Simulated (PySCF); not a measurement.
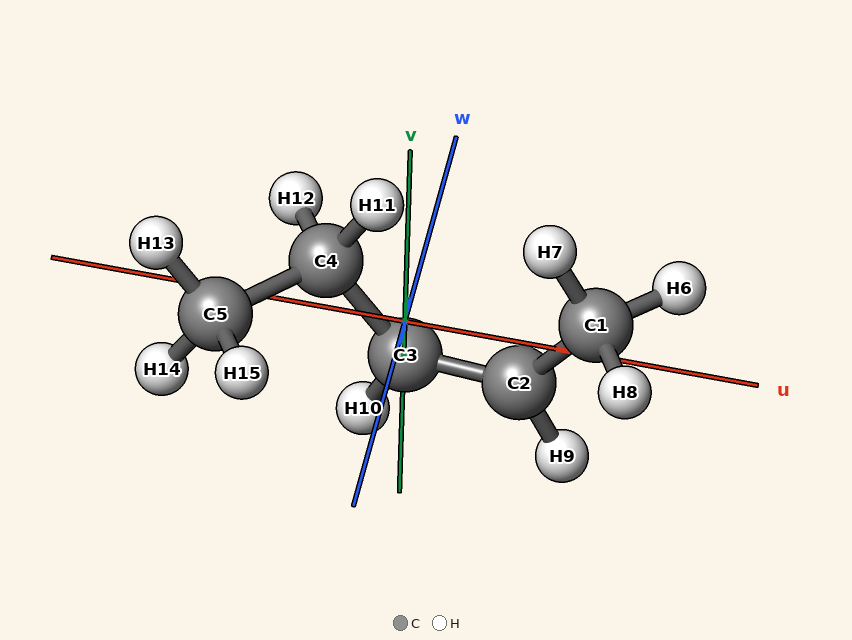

The lines u, v and w are the principal axes of the static dipole polarisability. The computed structure is the end point of a PBE0-D3(BJ)/def2-SVP optimisation. No frequency run is at hand to confirm it as a minimum. Level of theory: CAM-B3LYP/def2-SVPD (PySCF 2.14.0).

> Along which axis is the molecule most polarisable, and along which least?

Most along u (nearly parallel to the C2–C3 bond), least along w.

> Give the three principal values.

u 82.2, v 58.5, w 52.9 bohr³; mean 64.5, anisotropy 26.9 bohr³.
